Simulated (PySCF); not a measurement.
**CH10Si2: a changed input and its effect**

System: CH10Si2.
Method of the first run: RKS PBE-D4/def2-TZVPP, density fitting (PySCF 2.14.0).

The geometry comes from this level: PBE0-D4/def2-TZVP. Text and figures count atoms from 1; the logs count them from 0 in places.

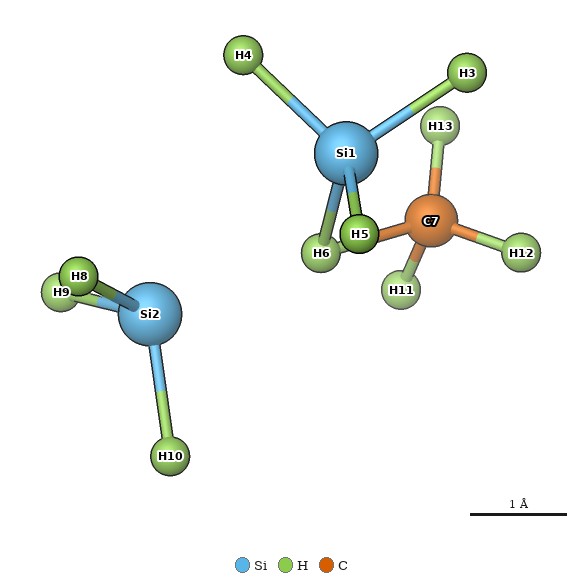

Fig. 1: The structure (ball-and-stick view, seen at a tilt; atoms are numbered from 1 in the order of the input).

### Input, the first run
```python
import json, numpy as np
from pyscf import gto, scf, dft, mp, cc
EV, BOHR = 27.211386245988, 0.529177210903
mol = gto.M(atom="""
Si -0.200577 0.908301 0.737553
Si 1.458669 -1.151432 0.266175
H -1.261078 1.989906 0.774814
H -0.437968 0.175254 2.008013
H 1.048915 1.691568 0.547874
H -0.222151 -0.234115 -0.456970
C -1.323638 0.287674 -1.021041
H 2.317079 -0.867114 1.455754
H 0.986020 -2.567570 0.407885
H 2.363716 -1.127168 -0.928330
H -1.211889 -0.534851 -1.738544
H -1.237871 1.238390 -1.546256
H -2.279126 0.191057 -0.506727
""", basis="def2-tzvpp", charge=0, spin=0, max_memory=8670, verbose=0)
def mean_field(mol, dm=None):
    mf = dft.RKS(mol, xc="pbe").density_fit()
    mf.conv_tol = 1e-9; mf.grids.level = 4
    mf.kernel(dm0=dm)
    if not mf.converged: mf = mf.newton().run(mf.mo_coeff, mf.mo_occ)
    assert mf.converged
    return mf
def d4(mol):
    from pyscf.dispersion.dftd4 import DFTD4Dispersion
    real = gto.M(atom=[(mol.atom_pure_symbol(i), mol.atom_coord(i)) for i in range(13)], unit='B', charge=mol.charge, spin=None, basis='def2-svp', verbose=0)
    r = DFTD4Dispersion(real, xc="pbe", atm=True).get_dispersion(grad=True); return r["energy"], r["gradient"]
def energy_and_gradient(mol, dm=None):
    mf = mean_field(mol, dm); e, g = d4(mol)
    return mf, (mf.e_tot + e) * EV, (mf.nuc_grad_method().kernel()[:13] + g) * EV / BOHR
out = {}
mf = mean_field(mol); e = d4(mol)[0]
out.update(energy=(mf.e_tot + e) * EV, converged=True, dispersion=e * EV)
out['s2'] = mf.spin_square()[0]; out['nelec'] = mol.nelec
print(f"Total energy {out['energy']:.6f} eV, <S^2> {out['s2']:.4f}")
json.dump(out, open("out.json", "w"), default=float)
```

Command:
```bash
OMP_NUM_THREADS=4 python run.py
```

Hardware: 4 threads of Arm Neoverse V2, 23 GiB of memory available, shared host.

### Output (the first run)
```
Total energy -16942.620762 eV, <S^2> 0.0000
```

For the second run the input was changed thus:
```diff
-    mf = dft.RKS(mol, xc="pbe").density_fit()
+    mf = dft.RKS(mol, xc="r2scan").density_fit()
-    r = DFTD4Dispersion(real, xc="pbe", atm=True).get_dispersion(grad=True); return r["energy"], r["gradient"]
+    r = DFTD4Dispersion(real, xc="r2scan", atm=True).get_dispersion(grad=True); return r["energy"], r["gradient"]
```

Predict how the results change.

The total energies belong to different models, so their difference says nothing on which is more stable or more accurate. The functional changes from PBE to r2SCAN. On the same kind of shared host the second run took about 2.6 times as long.

### Output (the second run)
```
Total energy -16950.325603 eV, <S^2> 0.0000
```

### The two runs side by side

| quantity | the first run | the second run |
| --- | --- | --- |
| outcome | converged | converged |
| total energy (hartree) | −622.629829 | −622.912977 |
| basis functions | 255 | 255 |
| wall time (shared host) | 17 s | 45 s |
